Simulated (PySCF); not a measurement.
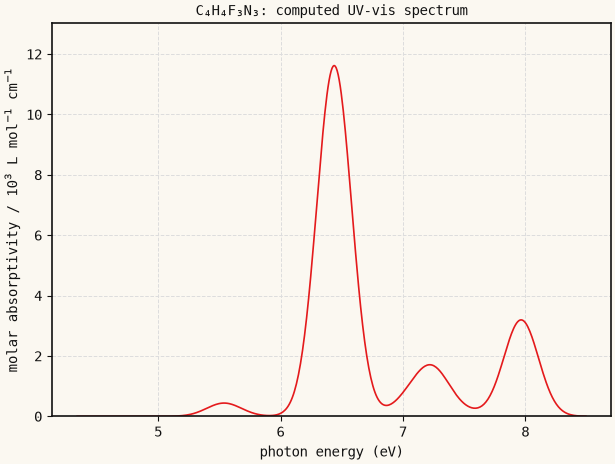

Computed absorption of C₄H₄F₃N₃, SMILES Cc1nn[nH]c1C(F)(F)F. Vertical TDDFT excitations, CAM-B3LYP/def2-SVPD with PySCF 2.14.0, at a GFN2-xTB geometry (no frequency check), gas phase. The lowest 8 singlet states are shown; each is broadened by a Gaussian of 1/e half-width 0.20 eV.

**Where is the maximum of the broadened curve, and how high is it?**

At about 6.4 eV (193 nm), with ε near 12000 L mol⁻¹ cm⁻¹.

**Which of the computed transitions is the brightest, and what character does the calculation give it?**

S2 at 6.44 eV (193 nm), f = 0.143, mainly HOMO → LUMO (93 %).

Caveats: the tight-binding geometry is rougher than a DFT one and adds to the error; core orbitals are frozen in the response.
